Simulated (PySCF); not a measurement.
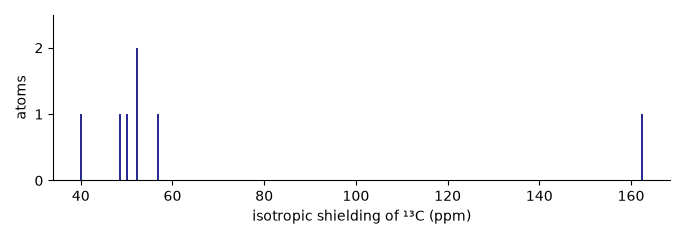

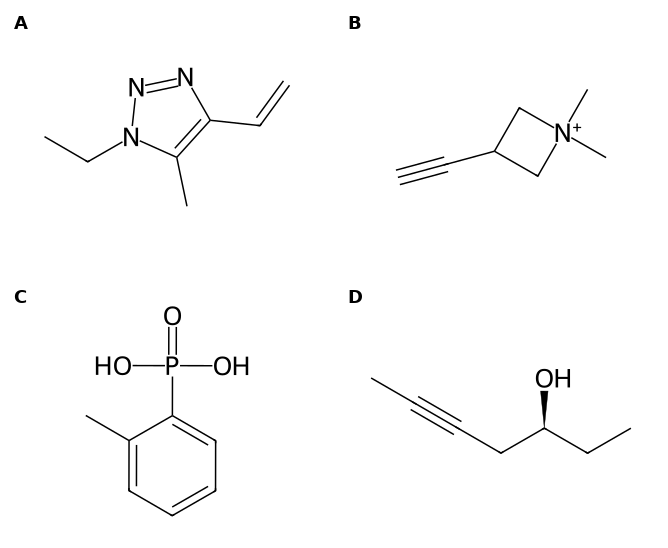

The sticks are computed shieldings of one of the molecules, for one fixed geometry (GFN2-xTB) without averaging over rotations. Low shielding means a high chemical shift. Method: GIAO PBE0/pcSseg-1 NMR shielding, non-relativistic, gas phase (PySCF 2.14.0).

> Match the spectrum to a structure.

C, `Cc1ccccc1P(=O)(O)O`. Its 7 C atoms give lines at 40.1, 48.5, 50.0, 52.3 (2 atoms), 56.9, 162.4 ppm.

The geometry is semi-empirical. Around P such bond lengths and angles can be off by a tenth of an ångström or more and by several degrees, and values that hang on the shape move with them.
